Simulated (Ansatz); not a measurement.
**CH6FGeNO: basis-set convergence**

How large a basis does CH6FGeNO need? Two functionals are run in growing sets.

Computed with Ansatz 0.2.0, Gaussian basis. Level: one geometry, several basis sets.

The runs, in order: PBE0-D4/def2-SVP; ωB97M-V/def2-SVP; PBE0-D4/def2-QZVPP; ωB97M-V/def2-QZVPP; the functionals' def2-TZVPP values are taken from earlier runs.

## Step 1: The relaxed structure

The geometry comes from an earlier relaxation with PBE0-D4 in a triple-zeta def2 set; it is a stationary point, not always the lowest conformer.

SMILES `[NH2][GeH]([OH])[CH2]F`, 11 atoms, charge 0, spin multiplicity 1.

Atoms are counted from 1 here; the program's logs count them from 0.

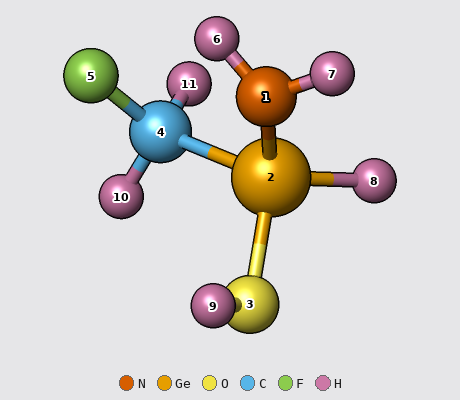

The structure; nitrogen orange, germanium amber, oxygen yellow, carbon blue, fluorine green, hydrogen pink; atoms are numbered from 1 in the order of the file.

## Step 2: PBE0-D4 in def2-SVP

in.yaml reads:

```yaml
crystal:
  periodic: [false, false, false]
  atoms:
    - {symbol: N, position_ang: [-0.934076, 1.377245, -0.130936]}
    - {symbol: Ge, position_ang: [-0.404882, -0.338632, -0.443684]}
    - {symbol: O, position_ang: [0.424695, -0.388209, -2.017956]}
    - {symbol: C, position_ang: [0.857703, -0.803363, 1.004825]}
    - {symbol: F, position_ang: [1.328810, 0.360272, 1.605193]}
    - {symbol: H, position_ang: [-0.617035, 1.768151, 0.743736]}
    - {symbol: H, position_ang: [-1.899826, 1.611125, -0.298170]}
    - {symbol: H, position_ang: [-1.547783, -1.358070, -0.586627]}
    - {symbol: H, position_ang: [0.772654, 0.479890, -2.238568]}
    - {symbol: H, position_ang: [1.712778, -1.356043, 0.607315]}
    - {symbol: H, position_ang: [0.372261, -1.409266, 1.775472]}
basis:
  gaussian: {orbitals: def2-SVP}
hamiltonian: {xc: pbe0, dispersion: d4}
output: {orbitals: {seedname: orbitals}}
```

Command:

```sh
ansatz run in.yaml --threads 4 --pin off --events-out ev --progress --plain --max-ram 10444MiB
```

Further steps of the session: ωB97M-V in def2-SVP; PBE0-D4 in def2-QZVPP; ωB97M-V in def2-QZVPP.

Before running them: what should the planned runs give, taken together? Wanted: PBE0-D4: double and triple zeta above quadruple; ωB97M-V: double and triple zeta above quadruple.

The runs gave:

| quantity | value |
| --- | --- |
| PBE0-D4: double and triple zeta above quadruple | 17.95, 1.66 eV |
| ωB97M-V: double and triple zeta above quadruple | 18.14, 1.61 eV |

In words: PBE0-D4 gains 16.29 eV from double to triple zeta, then 1.66 eV more. These are total energies; as a rule much of such shifts cancels in differences, which this series doesn't test. The LUMO of ωB97M-V is positive and keeps falling with the basis (2.87 to 1.51 eV): an unbound level that the basis holds in place.
